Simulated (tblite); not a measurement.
## Geometry relaxation of Al2As2H8 (part 1 of 2)

- system: Al2As2H8, SMILES [AlH2-]1[AsH2+][AlH2-][AsH2+]1
- method: GFN2-xTB geometry optimisation, gas phase (tblite 0.8.0)

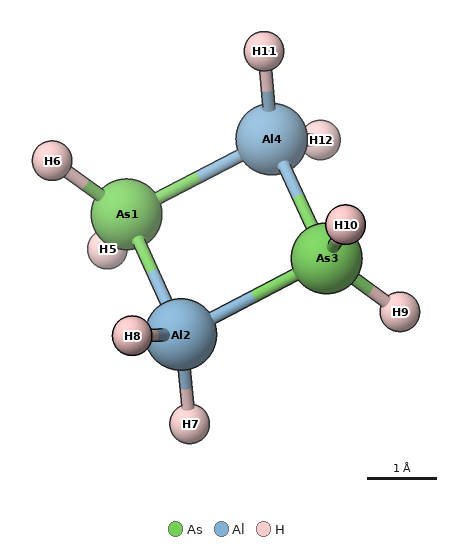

Fig. 1: The structure as given in the input (ball-and-stick view, seen at a tilt; atoms are numbered from 1 in the order of the input). Sticks mark near contacts.

Key numbers:

- outcome: converged
- total energy: −297.4517 eV
- hardware: 1 CPU thread, shared host
- peak memory: 0.16 GiB

The input:
```
{"job": {"kind": "relax", "xc": "GFN2-xTB", "basis": "xTB"}, "charge": 0, "multiplicity": 1}
As    -0.349320    -1.450444    -0.476880
Al    -1.981889    -1.140560     1.278286
As    -1.270043     1.156303     1.507308
Al     0.358496     0.830854    -0.241065
H      0.694035    -2.413480    -0.072762
H     -0.995476    -1.710624    -1.791039
H     -1.619060    -1.942431     2.510890
H     -3.393908    -1.238252     0.771190
H     -0.610210     1.396112     2.811524
H     -2.336203     2.114205     1.113277
H     -0.012291     1.636838    -1.447480
H      1.742581     0.922961     0.290233
```

The first line tells a small driver script what to run in tblite; the rest is the geometry in Å.

Launched with:
```bash
OMP_NUM_THREADS=1 python <driver script> task.json out
```

The program's output:
```
step      E/eV     max force
  0    -296.51681    1.032
  1    -296.61143    0.882
  2    -297.19745    0.703
  3    -297.26440    0.660
  4    -297.32132    0.566
  5    -297.36583    0.402
  6    -297.38816    0.408
  7    -297.41210    0.428
  8    -297.43151    0.328
  9    -297.43769    0.166
 10    -297.44007    0.182
 11    -297.44268    0.191
 12    -297.44554    0.146
 13    -297.44796    0.171
 14    -297.44974    0.132
 15    -297.45084    0.067
 16    -297.45132    0.040
 17    -297.45146    0.022
 18    -297.45150    0.013
 19    -297.45152    0.010
 20    -297.45153    0.010
 21    -297.45155    0.010
 22    -297.45156    0.009
 23    -297.45157    0.010
 24    -297.45158    0.011
 25    -297.45160    0.017
 26    -297.45163    0.021
 27    -297.45166    0.019
 28    -297.45170    0.012
 29    -297.45171    0.007
```

Trajectory as extended XYZ (Å, eV, eV/Å), 30 frames, from step=0 to step=29:
```
12
Properties=species:S:1:pos:R:3:forces:R:3 step=0 energy=-296.51681
As   -0.3493   -1.4504   -0.4769   -0.1980   0.1110   0.0480
Al   -1.9819   -1.1406    1.2783   -0.3540  -0.3760   0.3830
As   -1.2700    1.1563    1.5073   -0.0070  -0.1970  -0.1840
Al    0.3585    0.8309   -0.2411    0.1810   0.3920  -0.2730
H     0.6940   -2.4135   -0.0728    0.0700  -0.6340  -0.6800
H    -0.9955   -1.7106   -1.7910    0.4690  -0.7270  -0.2200
H    -1.6191   -1.9424    2.5109    0.3110  -0.2630   0.4680
H    -3.3939   -1.2383    0.7712   -0.6400   0.0550  -0.3860
H    -0.6102    1.3961    2.8115   -0.4470   0.7540   0.3200
H    -2.3362    2.1142    1.1133    0.0360   0.5480   0.7410
H    -0.0123    1.6368   -1.4475   -0.3380   0.3830  -0.6870
H     1.7426    0.9230    0.2902    0.9170  -0.0460   0.4730
12
Properties=species:S:1:pos:R:3:forces:R:3 step=1 energy=-296.61143
As   -0.3521   -1.4489   -0.4762   -0.1350   0.0500   0.0570
Al   -1.9870   -1.1459    1.2838   -0.3960  -0.3730   0.3400
As   -1.2701    1.1535    1.5047   -0.0130  -0.1360  -0.1020
Al    0.3611    0.8364   -0.2450    0.3160   0.4030  -0.2640
H     0.6950   -2.4225   -0.0825    0.0020  -0.5450  -0.6820
H    -0.9888   -1.7210   -1.7942    0.4620  -0.6980  -0.1910
H    -1.6146   -1.9462    2.5176    0.2880  -0.2450   0.4360
H    -3.4030   -1.2375    0.7657   -0.5440   0.0540  -0.3380
H    -0.6166    1.4069    2.8161   -0.4640   0.7120   0.2340
H    -2.3357    2.1220    1.1239    0.0660   0.4970   0.7250
H    -0.0171    1.6423   -1.4573   -0.3020   0.3330  -0.6030
H     1.7557    0.9223    0.2970    0.7210  -0.0520   0.3900
12
Properties=species:S:1:pos:R:3:forces:R:3 step=2 energy=-297.19745
As   -0.3762   -1.4391   -0.4667    0.2640  -0.3490  -0.0620
Al   -2.0531   -1.2090    1.3420   -0.3890  -0.1730  -0.0520
As   -1.2722    1.1292    1.4858   -0.0910   0.3810   0.4300
Al    0.4118    0.9044   -0.2898    0.6190   0.2040  -0.1430
H     0.6967   -2.5165   -0.1978   -0.4480   0.1560  -0.5180
H    -0.9105   -1.8396   -1.8271    0.3810  -0.3310   0.1830
H    -1.5655   -1.9880    2.5919    0.0020  -0.0470   0.0740
H    -3.4969   -1.2283    0.7075    0.1480  -0.0130   0.0980
H    -0.6947    1.5281    2.8573   -0.4760   0.2500  -0.4090
H    -2.3251    2.2070    1.2467    0.3280  -0.0280   0.4820
H    -0.0689    1.6996   -1.5609    0.0680  -0.0610   0.1090
H     1.8814    0.9136    0.3646   -0.4050   0.0120  -0.1910
12
Properties=species:S:1:pos:R:3:forces:R:3 step=3 energy=-297.26440
As   -0.3784   -1.4421   -0.4655    0.2730  -0.3220  -0.0850
Al   -2.0760   -1.2279    1.3562   -0.2230  -0.0560  -0.1250
As   -1.2743    1.1291    1.4877   -0.0680   0.3680   0.3930
Al    0.4337    0.9249   -0.3036    0.4370   0.0680  -0.0500
H     0.6901   -2.5384   -0.2358   -0.4540   0.2330  -0.4190
H    -0.8841   -1.8755   -1.8325    0.3280  -0.2280   0.2410
H    -1.5528   -1.9995    2.6122   -0.0910   0.0040  -0.0330
H    -3.5190   -1.2262    0.6941    0.2250  -0.0460   0.1800
H    -0.7224    1.5634    2.8615   -0.4120   0.1490  -0.4370
H    -2.3171    2.2285    1.2861    0.3250  -0.1030   0.3860
H    -0.0812    1.7134   -1.5860    0.1640  -0.1170   0.2320
H     1.9082    0.9117    0.3792   -0.5040   0.0500  -0.2830
12
Properties=species:S:1:pos:R:3:forces:R:3 step=4 energy=-297.32132
As   -0.3749   -1.4502   -0.4667    0.1830  -0.1470  -0.0440
Al   -2.0964   -1.2426    1.3643    0.0090   0.0630  -0.1440
As   -1.2771    1.1360    1.4961   -0.0030   0.1830   0.1880
Al    0.4568    0.9407   -0.3147    0.1560  -0.0690   0.0450
H     0.6765   -2.5504   -0.2722   -0.3440   0.1780  -0.3070
H    -0.8579   -1.9067   -1.8315    0.2560  -0.1590   0.2150
H    -1.5455   -2.0079    2.6264   -0.1680   0.0410  -0.1180
H    -3.5314   -1.2257    0.6877    0.2100  -0.0740   0.2070
H    -0.7511    1.5927    2.8564   -0.3040   0.1130  -0.3070
H    -2.3047    2.2424    1.3232    0.2400  -0.0750   0.2890
H    -0.0868    1.7216   -1.6001    0.2320  -0.1360   0.2860
H     1.9193    0.9116    0.3846   -0.4660   0.0820  -0.3100
12
Properties=species:S:1:pos:R:3:forces:R:3 step=5 energy=-297.36583
As   -0.3672   -1.4601   -0.4690    0.0000   0.1460   0.0380
Al   -2.1089   -1.2497    1.3647    0.2320   0.1460  -0.1040
As   -1.2792    1.1464    1.5076    0.0710  -0.1190  -0.1360
Al    0.4754    0.9482   -0.3203   -0.1570  -0.1680   0.0970
H     0.6580   -2.5517   -0.3025   -0.1210  -0.0150  -0.1950
H    -0.8349   -1.9295   -1.8243    0.1710  -0.1280   0.1110
H    -1.5459   -2.0117    2.6315   -0.2060   0.0570  -0.1630
H    -3.5323   -1.2275    0.6901    0.1190  -0.0870   0.1750
H    -0.7769    1.6129    2.8437   -0.1580   0.1450  -0.0300
H    -2.2900    2.2479    1.3533    0.0890   0.0450   0.2000
H    -0.0834    1.7223   -1.6000    0.2550  -0.1190   0.2660
H     1.9121    0.9139    0.3788   -0.2930   0.0960  -0.2580
12
Properties=species:S:1:pos:R:3:forces:R:3 step=6 energy=-297.38816
As   -0.3623   -1.4627   -0.4699   -0.1150   0.3020   0.0740
Al   -2.1080   -1.2476    1.3603    0.2980   0.1520  -0.0550
As   -1.2789    1.1506    1.5117    0.0940  -0.2620  -0.2980
Al    0.4796    0.9459   -0.3193   -0.3130  -0.1840   0.0870
H     0.6465   -2.5483   -0.3158    0.0360  -0.1620  -0.1340
H    -0.8240   -1.9376   -1.8172    0.1180  -0.1220   0.0250
H    -1.5522   -2.0106    2.6275   -0.1920   0.0490  -0.1520
H    -3.5260   -1.2304    0.6972    0.0400  -0.0830   0.1260
H    -0.7891    1.6199    2.8349   -0.0730   0.1760   0.1480
H    -2.2815    2.2475    1.3662   -0.0050   0.1260   0.1530
H    -0.0747    1.7178   -1.5901    0.2260  -0.0830   0.1990
H     1.8972    0.9171    0.3680   -0.1150   0.0900  -0.1730
12
Properties=species:S:1:pos:R:3:forces:R:3 step=7 energy=-297.41210
As   -0.3594   -1.4592   -0.4694   -0.1550   0.3130   0.0600
Al   -2.0998   -1.2414    1.3537    0.2610   0.1160  -0.0040
As   -1.2767    1.1498    1.5100    0.0790  -0.2500  -0.3050
Al    0.4765    0.9385   -0.3159   -0.3920  -0.1620   0.0570
H     0.6363   -2.5465   -0.3290    0.1410  -0.2420  -0.0730
H    -0.8128   -1.9455   -1.8092    0.0600  -0.1040  -0.0490
H    -1.5631   -2.0076    2.6191   -0.1450   0.0280  -0.1090
H    -3.5170   -1.2351    0.7079   -0.0240  -0.0680   0.0710
H    -0.8006    1.6278    2.8287   -0.0110   0.1650   0.2310
H    -2.2737    2.2479    1.3792   -0.0610   0.1550   0.0990
H    -0.0605    1.7104   -1.5743    0.1590  -0.0230   0.0840
H     1.8776    0.9223    0.3526    0.0880   0.0720  -0.0620
12
Properties=species:S:1:pos:R:3:forces:R:3 step=8 energy=-297.43151
As   -0.3598   -1.4502   -0.4678   -0.0770   0.1100  -0.0200
Al   -2.0881   -1.2340    1.3482    0.1180   0.0510   0.0240
As   -1.2732    1.1444    1.5028    0.0180  -0.0490  -0.1110
Al    0.4665    0.9293   -0.3119   -0.3090  -0.1030   0.0370
H     0.6299   -2.5502   -0.3429    0.1330  -0.1830  -0.0180
H    -0.8012   -1.9553   -1.8034    0.0070  -0.0610  -0.0780
H    -1.5754   -2.0047    2.6099   -0.0830   0.0000  -0.0480
H    -3.5101   -1.2405    0.7184   -0.0340  -0.0490   0.0360
H    -0.8115    1.6388    2.8279    0.0110   0.0900   0.1630
H    -2.2679    2.2518    1.3935   -0.0580   0.1030   0.0410
H    -0.0452    1.7039   -1.5594    0.0750   0.0420  -0.0420
H     1.8628    0.9281    0.3382    0.2010   0.0500   0.0160
12
Properties=species:S:1:pos:R:3:forces:R:3 step=9 energy=-297.43769
As   -0.3616   -1.4454   -0.4675    0.0050  -0.0680  -0.0760
Al   -2.0833   -1.2318    1.3478    0.0210   0.0200   0.0130
As   -1.2718    1.1415    1.4983   -0.0300   0.0990   0.0510
Al    0.4588    0.9256   -0.3106   -0.1520  -0.0540   0.0390
H     0.6301   -2.5561   -0.3497    0.0700  -0.0850   0.0000
H    -0.7960   -1.9616   -1.8035   -0.0110  -0.0300  -0.0620
H    -1.5801   -2.0045    2.6073   -0.0570  -0.0120  -0.0210
H    -3.5100   -1.2430    0.7215   -0.0030  -0.0400   0.0390
H    -0.8163    1.6460    2.8311    0.0060   0.0310   0.0690
H    -2.2669    2.2564    1.4009   -0.0310   0.0470   0.0140
H    -0.0398    1.7035   -1.5571    0.0460   0.0530  -0.0680
H     1.8635    0.9308    0.3348    0.1360   0.0380   0.0020
12
Properties=species:S:1:pos:R:3:forces:R:3 step=10 energy=-297.44007
As   -0.3623   -1.4452   -0.4687    0.0380  -0.1350  -0.0830
Al   -2.0823   -1.2315    1.3486   -0.0110   0.0160  -0.0040
As   -1.2720    1.1422    1.4978   -0.0460   0.1380   0.1100
Al    0.4545    0.9244   -0.3099   -0.0480  -0.0250   0.0380
H     0.6316   -2.5605   -0.3530    0.0350  -0.0340   0.0050
H    -0.7939   -1.9654   -1.8051   -0.0160  -0.0180  -0.0530
H    -1.5819   -2.0052    2.6071   -0.0500  -0.0150  -0.0120
H    -3.5111   -1.2443    0.7224    0.0170  -0.0360   0.0450
H    -0.8184    1.6501    2.8339    0.0030   0.0070   0.0290
H    -2.2671    2.2597    1.4047   -0.0220   0.0280   0.0030
H    -0.0380    1.7051   -1.5591    0.0420   0.0410  -0.0530
H     1.8677    0.9322    0.3347    0.0570   0.0320  -0.0250
12
Properties=species:S:1:pos:R:3:forces:R:3 step=11 energy=-297.44268
As   -0.3622   -1.4479   -0.4716    0.0540  -0.1610  -0.0640
Al   -2.0816   -1.2309    1.3494   -0.0260   0.0170  -0.0230
As   -1.2731    1.1457    1.4995   -0.0500   0.1280   0.1330
Al    0.4492    0.9226   -0.3085    0.0570   0.0080   0.0270
H     0.6336   -2.5659   -0.3566    0.0100   0.0030   0.0090
H    -0.7917   -1.9700   -1.8080   -0.0230  -0.0110  -0.0540
H    -1.5849   -2.0063    2.6067   -0.0410  -0.0160  -0.0020
H    -3.5120   -1.2466    0.7244    0.0280  -0.0310   0.0470
H    -0.8209    1.6548    2.8373    0.0070  -0.0060   0.0090
H    -2.2678    2.2638    1.4092   -0.0260   0.0250  -0.0060
H    -0.0351    1.7076   -1.5620    0.0400   0.0200  -0.0230
H     1.8731    0.9343    0.3339   -0.0310   0.0240  -0.0530
12
Properties=species:S:1:pos:R:3:forces:R:3 step=12 energy=-297.44554
As   -0.3609   -1.4540   -0.4764    0.0470  -0.1370  -0.0220
Al   -2.0805   -1.2292    1.3493   -0.0230   0.0180  -0.0350
As   -1.2754    1.1525    1.5041   -0.0400   0.0700   0.1100
Al    0.4436    0.9202   -0.3061    0.1400   0.0410   0.0030
H     0.6362   -2.5720   -0.3608    0.0020   0.0180   0.0110
H    -0.7895   -1.9755   -1.8121   -0.0280  -0.0110  -0.0620
H    -1.5900   -2.0076    2.6054   -0.0280  -0.0170   0.0080
H    -3.5118   -1.2501    0.7284    0.0250  -0.0230   0.0390
H    -0.8236    1.6602    2.8415    0.0150  -0.0060   0.0160
H    -2.2689    2.2691    1.4142   -0.0420   0.0380  -0.0130
H    -0.0301    1.7104   -1.5650    0.0360  -0.0060   0.0140
H     1.8777    0.9376    0.3309   -0.1040   0.0140  -0.0700
12
Properties=species:S:1:pos:R:3:forces:R:3 step=13 energy=-297.44796
As   -0.3588   -1.4619   -0.4812    0.0200  -0.0700   0.0190
Al   -2.0791   -1.2268    1.3481   -0.0060   0.0150  -0.0320
As   -1.2782    1.1600    1.5103   -0.0210  -0.0030   0.0520
Al    0.4400    0.9179   -0.3035    0.1600   0.0570  -0.0220
H     0.6386   -2.5771   -0.3640    0.0120   0.0050   0.0120
H    -0.7883   -1.9804   -1.8169   -0.0290  -0.0140  -0.0660
H    -1.5958   -2.0088    2.6037   -0.0160  -0.0150   0.0140
H    -3.5104   -1.2540    0.7334    0.0070  -0.0140   0.0230
H    -0.8256    1.6646    2.8456    0.0240   0.0040   0.0410
H    -2.2708    2.2743    1.4183   -0.0560   0.0550  -0.0150
H    -0.0240    1.7124   -1.5665    0.0290  -0.0250   0.0390
H     1.8791    0.9412    0.3262   -0.1250   0.0050  -0.0650
12
Properties=species:S:1:pos:R:3:forces:R:3 step=14 energy=-297.44974
As   -0.3568   -1.4689   -0.4845   -0.0090   0.0020   0.0360
Al   -2.0777   -1.2243    1.3463    0.0110   0.0040  -0.0160
As   -1.2806    1.1656    1.5158   -0.0030  -0.0490  -0.0060
Al    0.4398    0.9168   -0.3018    0.1160   0.0500  -0.0390
H     0.6406   -2.5805   -0.3658    0.0280  -0.0190   0.0100
H    -0.7881   -1.9839   -1.8215   -0.0220  -0.0140  -0.0560
H    -1.6009   -2.0097    2.6022   -0.0060  -0.0100   0.0140
H    -3.5088   -1.2573    0.7380   -0.0140  -0.0070   0.0050
H    -0.8264    1.6676    2.8493    0.0270   0.0130   0.0610
H    -2.2732    2.2789    1.4206   -0.0560   0.0580  -0.0110
H    -0.0184    1.7131   -1.5662    0.0220  -0.0300   0.0450
H     1.8773    0.9441    0.3211   -0.0930   0.0010  -0.0420
12
Properties=species:S:1:pos:R:3:forces:R:3 step=15 energy=-297.45084
As   -0.3557   -1.4732   -0.4859   -0.0220   0.0410   0.0240
Al   -2.0765   -1.2226    1.3448    0.0150  -0.0080   0.0010
As   -1.2821    1.1682    1.5191    0.0050  -0.0460  -0.0340
Al    0.4418    0.9170   -0.3014    0.0440   0.0280  -0.0430
H     0.6424   -2.5827   -0.3664    0.0310  -0.0310   0.0070
H    -0.7886   -1.9860   -1.8253   -0.0110  -0.0090  -0.0300
H    -1.6042   -2.0104    2.6015   -0.0010  -0.0050   0.0100
H    -3.5079   -1.2594    0.7410   -0.0250  -0.0030  -0.0050
H    -0.8262    1.6693    2.8526    0.0200   0.0140   0.0560
H    -2.2758    2.2826    1.4215   -0.0370   0.0410  -0.0050
H    -0.0146    1.7128   -1.5649    0.0150  -0.0230   0.0330
H     1.8741    0.9459    0.3170   -0.0340   0.0010  -0.0150
12
Properties=species:S:1:pos:R:3:forces:R:3 step=16 energy=-297.45132
As   -0.3557   -1.4743   -0.4860   -0.0140   0.0370   0.0030
Al   -2.0760   -1.2223    1.3443    0.0070  -0.0150   0.0080
As   -1.2827    1.1683    1.5199    0.0050  -0.0150  -0.0260
Al    0.4439    0.9179   -0.3023   -0.0030   0.0070  -0.0330
H     0.6437   -2.5841   -0.3663    0.0200  -0.0210   0.0040
H    -0.7892   -1.9869   -1.8275   -0.0020  -0.0020  -0.0060
H    -1.6053   -2.0108    2.6016    0.0000  -0.0020   0.0060
H    -3.5082   -1.2602    0.7419   -0.0210  -0.0010  -0.0060
H    -0.8255    1.6701    2.8550    0.0090   0.0060   0.0330
H    -2.2777    2.2849    1.4216   -0.0150   0.0170   0.0000
H    -0.0130    1.7123   -1.5640    0.0120  -0.0120   0.0170
H     1.8723    0.9465    0.3153    0.0040   0.0030  -0.0010
```
